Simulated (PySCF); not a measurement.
Consider C$_{3}$H$_{6}$BNO (SMILES O=NBC1CC1).

```xyz
12

O     3.4807   -0.3210   -0.7607
N     2.4470   -0.0874   -0.2068
B     1.3065    0.1558    0.3675
C    -0.0481   -0.1752   -0.3941
C    -1.2429    0.7222   -0.2203
C    -1.2482   -0.6468    0.3803
H     1.3031    0.6152    1.4394
H     0.0652   -0.6074   -1.3801
H    -1.8624    0.9144   -1.0840
H    -1.1589    1.5673    0.4451
H    -1.1694   -0.7297    1.4530
H    -1.8714   -1.4082   -0.0653
```

Geometry: GFN2-xTB.

Computed with PBE0/pcSseg-1, SCF density, gas phase, non-relativistic in PySCF.

> What can the converged electron density and electron localisation function tell about the bonding?

N–O (1.20 Å): ρ is about 3.5 e/Å³ halfway; the ELF peaks at about 0.85 between the atoms; localised, covalent bonding.
B–N (1.30 Å): ρ at the midpoint is about 2.1 e/Å³; the ELF peaks at about 0.90 between the atoms, as expected for a polar covalent bond.
C–B (1.59 Å): ρ is about 1.3 e/Å³ halfway; the ELF peaks at about 0.95 between the atoms: localised, covalent bonding.
C–H (1.08 Å): ρ is about 2 e/Å³ halfway; the ELF climbs to about 1 towards the hydrogen, as it does in any bond to H: a covalent bond by its length.

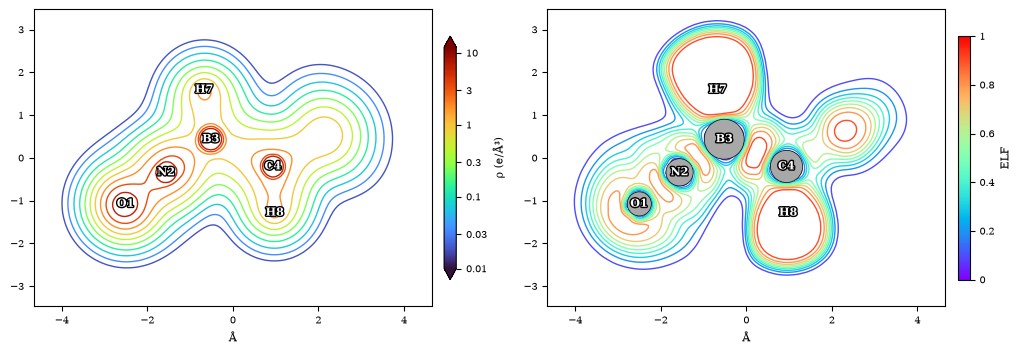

Computed electron density and electron localisation function on the plane of atoms C4, B3 and H7, in this order. Grey discs cover the atomic cores in the ELF map. 
